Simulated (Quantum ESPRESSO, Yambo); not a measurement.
# BP (F-43m): G0W0 with Yambo, start to end, part 3 of 3

Wanted: ground state, empty states, screening and self-energy for BP (F-43m).

Quantum ESPRESSO 7.5 and Yambo 5.3.0; PBE and many-body steps on it, plane waves. Known limits of the many-body steps: not at the basis limit.

So far. Step 3 (Bands along the symmetry lines): The gap is 1.260 eV, −0.021 eV from the run before at this level. Step 4 (Empty states on the mesh, 8×8×8 mesh, 101 bands): On this mesh the gap is 1.281 eV.

## (6) Screening and self-energy, 8×8×8 mesh, 101 bands, screening to 210.9 eV

Now the one-shot GW correction: screening in the RPA, then the self-energy of the levels asked for.

This step: G0W0 on PBE, plane waves, norm-conserving pseudopotentials.

Input file gw1.in:

```
HF_and_locXC
gw0
dyson
ppa
em1d
rim_cut
RandQpts= 1000000
RandGvec= 1 RL
EXXRLvcs= 68 Ry
VXCRLvcs= 272 Ry
Chimod= "HARTREE"
% BndsRnXp
 1 | 101 |
%
NGsBlkXp= 15.5 Ry
% LongDrXp
 1 | 1 | 1 |
%
% GbndRnge
 1 | 101 |
%
DysSolver= "n"
ExtendOut
PPAPntXp= 27.21138 eV
% QPkrange
 1 | 1 | 3 | 6 |
 18 | 18 | 3 | 6 |
%
```

Command:

```console
OMP_NUM_THREADS=1 mpirun -n 4 yambo -F gw1.in -J gw1 -C gw1 > gw1.log
```

The log of the run:

```text
 Yambo, version 5.3.0

 [02] CORE Variables Setup
 =========================

  [... cell, symmetries and grids as in the set-up ...]

  [02.05] Energies & Occupations
  ==============================

  [X] === General ===
  [X] Electronic Temperature                        :  0.000000  0.000000 [eV K]
  [X] Bosonic    Temperature                        :  0.000000  0.000000 [eV K]
  [X] Finite Temperature mode                       : no
  [X] El. density                                   :  0.34242E+24 [cm-3]
  [X] Fermi Level                                   :  9.241273 [eV]

  [X] === Gaps and Widths ===
  [X] Conduction Band Min                           :  1.280512 [eV]
  [X] Valence Band Max                              :  0.000000 [eV]
  [X] Filled Bands                                  :   4
  [X] Empty Bands                                   :    5  101
  [X] Direct Gap                                    :  3.406803 [eV]
  [X] Direct Gap localized at k                     :  1
  [X] Indirect Gap                                  :  1.280512 [eV]
  [X] Indirect Gap between kpts                     :   1  18
  [X] Last valence band width                       :  5.466754 [eV]
  [X] 1st conduction band width                     :  4.052812 [eV]

 [03] Transferred momenta grid and indexing
 ==========================================

 IBZ Q-points                                      :  29
 BZ  Q-points                                      :   512

 K/Q-points units:
 rlu = crystal or reduced units; cc = cartesian coordinates; iku = interal k-units

 Q [ 1]         [rlu]:  0.000000  0.000000  0.000000
 Q [ 2]         [rlu]: -0.53086E-18 -0.53086E-18  0.12500
 Q [ 3]         [rlu]: -0.10617E-17 -0.10617E-17  0.25000
 Q [ 4]         [rlu]: -0.12375E-16 -0.12375E-16  0.37500
 Q [ 5]         [rlu]:  0.21235E-17  0.21235E-17 -0.50000
 Q [ 6]         [rlu]: -0.45253E-17  0.12500      0.12500
 Q [ 7]         [rlu]: -0.74698E-17  0.12500      0.25000
 Q [ 8]         [rlu]: -0.28817E-16  0.12500      0.37500
 Q [ 9]         [rlu]:  0.55886E-16  0.12500      0.50000
 Q [10]         [rlu]:  0.21235E-17  0.12500     -0.37500
     [... 17 further rows ...]
 Q [28]         [rlu]:  0.125000 -0.500000 -0.375000
 Q [29]         [rlu]:  0.250000 -0.500000 -0.250000

 [04] Coloumb potential Random Integration (RIM)
 ===============================================

  [04.01] RIM initialization
  ==========================

  * Diagonal components only detected *

  8 x (sBL volume)        :  0.024583 [a.u.]
  sBZ random points       :  1000000
  Points outside the sBZ  :   7987327
  RL volume               :  1.573293 [a.u.]
  Integrated volume       :  1.575789 [a.u.]

  [04.02] RIM integrals
  =====================

  Gamma point sphere radius             :  0.052742 [a.u.]
  Points outside the sphere             :   799513
  [Int_sBZ(q=0) 1/q^2]*(Vol_sBZ)^(-1/3) =:  7.764325
                                 should be <:  7.795600

  Summary of Coulomb integrals for non-metallic bands |Q|[au] RIM/Bare

  Q [1] 0.100000E-4 0.995988 * Q [2] 0.158631 1.066458
  Q [6] 0.183171 1.065091 * Q [12] 0.259043 1.027253
  Q [7] 0.303755 1.020682 * Q [3] 0.317261 1.018308
  Q [13] 0.366342 1.014848 * Q [11] 0.399212 1.011996
  Q [22] 0.409583 1.011845 * Q [8] 0.448675 1.010056
  Q [14] 0.475892 1.009230 * Q [4] 0.475892 1.009072
  Q [17] 0.518086 1.007737 * Q [23] 0.541827 1.007391
  Q [10] 0.549513 1.007001 * Q [18] 0.549513 1.007295
  Q [25] 0.579237 1.006689 * Q [9] 0.600566 1.006310
  Q [15] 0.607509 1.006225 * Q [5] 0.634523 1.005615
  Q [19] 0.654051 1.005597 * Q [16] 0.654051 1.005403
  Q [27] 0.660432 1.005345 * Q [24] 0.685363 1.005053
  Q [26] 0.703481 1.005038 * Q [21] 0.732684 1.004689
  Q [28] 0.755233 1.004511 * Q [20] 0.777128 1.004279
  Q [29] 0.819165 1.004071

 [05] Dipoles
 ============

  [05.01] Setup: observables and procedures
  =========================================

 [06] Dynamic Dielectric Matrix (PPA)
 ====================================

 [WR./gw1//ndb.pp]---------------------------------------------------------------
  Brillouin Zone Q/K grids (IBZ/BZ)                :    29   512    29   512
  RL vectors                                       :  2085 [WF]
  Coulomb cutoff potential                         : none
  Electronic Temperature                           :  0.000000 [K]
  Bosonic    Temperature                           :  0.000000 [K]
  PPA    diel. fun.  energies                      : Perdew, Burke & Ernzerhof(X)+Perdew, Burke & Ernzerhof(C)
  wavefunctions                                    : Perdew, Burke & Ernzerhof(X)+Perdew, Burke & Ernzerhof(C)
  Global Gauge                                     : length
  X matrix size                                    :  181
  X band range                                     :    1  101
  X e/h energy range                               : -1.000000 -1.000000 [eV]
  X Time ordering                                  : R
  X Hxc Kernel                                     : HARTREE
  X Drude frequency                                :  0.000000  0.000000
  X poles                                          :  100.0000 [o/o]
  RL vectors in the sum                            :  2085
  [r,Vnl] included                                 : yes
  Field direction                                  :  0.577350E-5  0.577350E-5  0.577350E-5
  BZ energy Double Grid                            : no
  BZ energy DbGd points                            : 0
  BZ Q point size factor                           : -1.000000
  X Optical Averaged directions                    : none

 [07] Local Exchange-Correlation + Non-Local Fock
 ================================================

 [VXC] Plane waves :  11935
 [EXS] Plane waves :  1471

 QP @ state[ 1 ] K range:  1  1
 QP @ state[ 1 ] b range:   3   6
 QP @ state[ 2 ] K range:  18  18
 QP @ state[ 2 ] b range:   3   6

 [xc] Functional : Perdew, Burke & Ernzerhof(X)+Perdew, Burke & Ernzerhof(C)
 [xc] LIBXC used to calculate xc functional
  PP Number of Atomic Species                      :  2
  NLCC RL compoments                               :  11935
  PP Number of Atomic Species                      :  2
  NLCC RL compoments                               :  11935

 [xc] E_xc :  -2.820910 [Ha]
      E_xc :  -5.641820 [Ry]

  Local XC kind (lXC) : Perdew, Burke & Ernzerhof(X)+Perdew, Burke & Ernzerhof(C)
  Non-Local XC kind (nlXC) : Hartree-Fock

  Corrections @ K [1] :  [eV]
 <3|nlXC|3> = -14.90583 -0.21129E-17 <3|lXC|3> = -13.29750  0.24569E-20
 <4|nlXC|4> = -14.90583  0.84515E-18 <4|lXC|4> = -13.29750  0.41681E-20
 <5|nlXC|5> = -7.342911  0.28500E-17 <5|lXC|5> = -12.02603  0.99318E-19
 <6|nlXC|6> = -7.342936  0.53473E-18 <6|lXC|6> = -12.02603 -0.37763E-15

  Corrections @ K [18] :  [eV]
 <3|nlXC|3> = -15.78740  0.12065E-16 <3|lXC|3> = -12.53017 -0.11791E-15
 <4|nlXC|4> = -15.78737 -0.20148E-16 <4|lXC|4> = -12.53017  0.41300E-16
 <5|nlXC|5> = -6.867622 -0.10065E-17 <5|lXC|5> = -11.02522  0.62724E-19
 <6|nlXC|6> = -5.938397  0.82651E-18 <6|lXC|6> = -10.56584  0.70798E-16

 [08] Dyson equation: Newton solver
 ==================================

  [08.01] G0W0 (W PPA)
  ====================

  [  GW  ] Bands range     :    1  101
  [GW/PPA] G damping       :  0.100000 [eV]

  QP @ state[ 1 ] K range:  1  1
  QP @ state[ 1 ] b range:   3   6
  QP @ state[ 2 ] K range:  18  18
  QP @ state[ 2 ] b range:   3   6

   Sc/G bands                                       :    1  101
   Sc/G damping                                     :  0.100000 ev
   Sc bands terminator                              : no
   Sx RL components                                 :  1471

   QP @ state[ 1 ] K range                          :  1  1
   QP @ state[ 1 ] b range                          :   3   6
   QP @ state[ 2 ] K range                          :  18  18
   QP @ state[ 2 ] b range                          :   3   6
   GF energies kind                                 : Perdew, Burke & Ernzerhof(X)+Perdew, Burke & Ernzerhof(C)
   GF WF`s kind                                     : Perdew, Burke & Ernzerhof(X)+Perdew, Burke & Ernzerhof(C)
   Xs energies kind                                 : Perdew, Burke & Ernzerhof(X)+Perdew, Burke & Ernzerhof(C)
   Xs WF`s kind                                     : Perdew, Burke & Ernzerhof(X)+Perdew, Burke & Ernzerhof(C)

 [11] Game Over & Game summary
```

The job ended after 6.5 min (4 MPI ranks of Arm Neoverse V1, shared host; peak memory 1.6 GiB).

Numbers from this step:

```yaml
g0w0_gap_on_the_points_computed: 2.026 eV
starting_gap_on_the_mesh: 1.281 eV
k_of_the_valence_top: 0, 0, 0
k_of_the_conduction_bottom: 0, 0.375, 0.375
least_direct_g0w0_gap_on_the_computed_points: 4.284 eV
z_at_the_valence_top: 0.7958
z_at_the_conduction_bottom: 0.8079
```

The gap on the mesh goes from 1.28 eV to 2.03 eV, a correction of +0.75 eV.

Limits: finite bands, cutoff and mesh. v1 is the top filled band, c1 the lowest empty one. The levels before and after the correction (eV, zero at the valence-band top of each column):

|  | conduction bottom | valence top |
| --- | --- | --- |
| Kohn-Sham | 1.28 | 0.00 |
| G0W0 | 2.03 | 0.00 |

|  | level | energy (eV) |
| --- | --- | --- |
| Kohn-Sham | Γ v2-v1 | 0.000 |
| Kohn-Sham | Γ c1-c2 | 3.407 |
| Kohn-Sham | (0 0.375 0.375) v2-v1 | -3.760 |
| Kohn-Sham | (0 0.375 0.375) c1 | 1.281 |
| Kohn-Sham | (0 0.375 0.375) c2 | 2.691 |
| G0W0 | Γ v2-v1 | 0.000 |
| G0W0 | Γ c1-c2 | 4.284 |
| G0W0 | (0 0.375 0.375) v2-v1 | -3.935 |
| G0W0 | (0 0.375 0.375) c1 | 2.026 |
| G0W0 | (0 0.375 0.375) c2 | 3.475 |

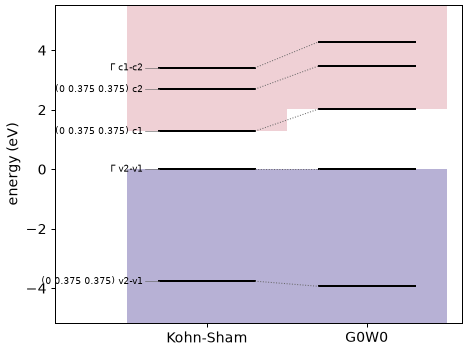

Levels before and after the correction. Shaded: valence and conduction bands.

## (7) Where the time went

Times are wall times on the hardware named with each run, good to a factor of about two.

| step | time | share | memory (GiB) |
| --- | --- | --- | --- |
| ground state | 2 s | 0 % | 0.16 |
| bands along the symmetry lines | 1.7 s | 0 % | 0.05 |
| empty states on the mesh | 8.4 s | 2 % | 0.23 |
| conversion and set-up | 2.3 s | 1 % | 0.24 |
| screening and self-energy | 6.5 min | 96 % | 1.6 |

## (8) What came out

| Quantity | Value |
| --- | --- |
| PBE gap | 1.26 eV, indirect |
| G0W0 gap on the mesh | 2.03 eV |
| G0W0 gap over the zone (rigid shift) | 2.01 eV |
| GW settings | 8×8×8 mesh, 101 bands, screening to 210.9 eV, Godby-Needs plasmon pole |
| known limits | not at the basis limit |

In words: G0W0 moves the gap on the mesh from 1.28 eV to 2.03 eV (+0.75 eV), with Z of 0.80 and 0.81 at the edges. The mesh misses the band edges by 0.02 eV in all; a rigid shift gives 2.01 eV for the zone. Only 2 of the mesh's irreducible points were corrected, so a valley elsewhere could overtake. The dearest step here is «screening and self-energy». Bands and cutoff are finite, so the gap is not at the basis limit. The miss can reach some tenths of an eV and take either sign; the mesh is an error of its own. In the G0W0 run levels were corrected at 2 k points alone, so a gap called «on the mesh» is the least over those, and an edge elsewhere would be missed.

[Paths, hosts, dates, memory and timing lines, banners, echoed tables and standing remarks are left out of the program output.]

[Logs are printed without paths, hosts, clocks, repeated set-up lines and the standing remarks that a program may print on its own settings, such as how far it seeks lower states.]

[Runs of the session that timed out or met a known fault of the program may be left out.]

[Hosts, paths, dates, database ids (printed as entryN), source tags and the programs' standing remarks are cut or masked in the printed files.]
